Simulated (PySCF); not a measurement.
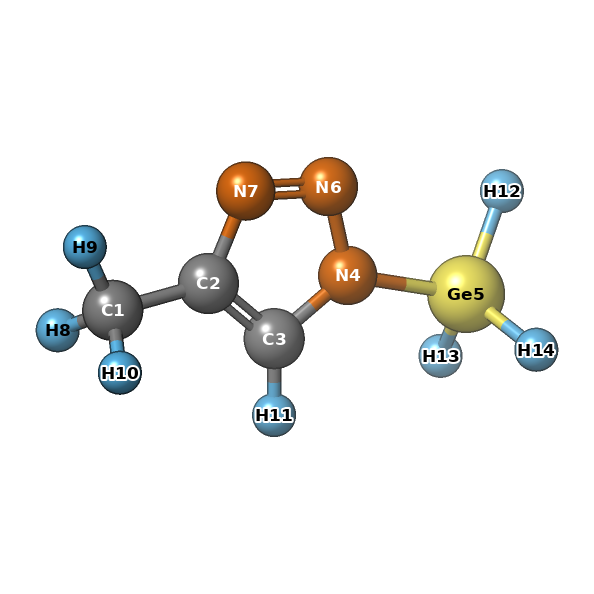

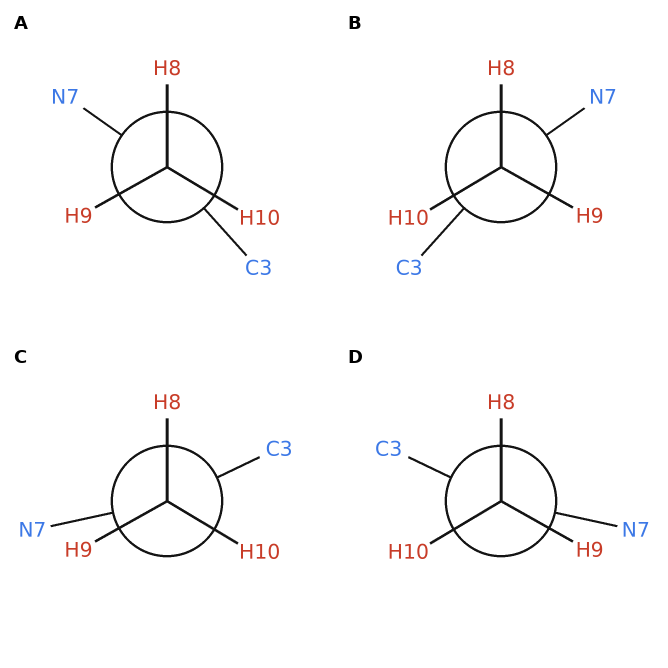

Depth is shown by fading: the farther an atom, the more it takes the colour of the background. Bonds that would overlap in a projection are set slightly apart. The geometry was computed by an optimisation with PBE0-D3(BJ)/def2-SVP. No frequency run is at hand to confirm it as a minimum.

**Which Newman projection shows the view along C1–C2, with C1 in front?**

D. The torsion angle H8–C1–C2–N7 is 115°, anticlinal.
